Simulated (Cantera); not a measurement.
A closed system holds: 1 mol SiH₄, 0.22 mol CO₂, 3.3 mol N₂, equilibrated at 0.100 bar.

These are equilibrium values from Cantera (NASA tables, ideal gas, pure condensed phases), not measurements of a reactor. Candidate condensed phases: C, C₆H₆, C₇H₈, C₈H₁₈, H₂O, Si, SiC, SiO₂, Si₂N₂O, Si₃N₄; 151 gas species. N₂ is the only nitrogen source here; it is nearly inert below about 1500 K, so the nitride shown seldom forms there in practice. Mutual solubility and eutectic melting of coexisting phases are not modelled. Gases not in the tables: Si₂H₆ and higher silanes. Kinetics and transport are ignored.

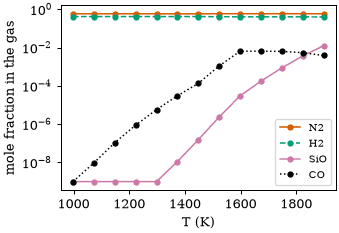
Figure. Equilibrium gas composition (values under 1e-9 drawn at 1e-9)

From 998 K to 1448 K the condensed part is C(graphite) + Si₂N₂O(s) + Si₃N₄(s). At 1523 K the condensed part is C(graphite) + SiC(s) + Si₂N₂O(s). From 1598 K to 1823 K the condensed part is SiC(s) + Si₂N₂O(s). At 1898 K the condensed part is SiC(s) + Si₂N₂O(s) + Si₃N₄(s).
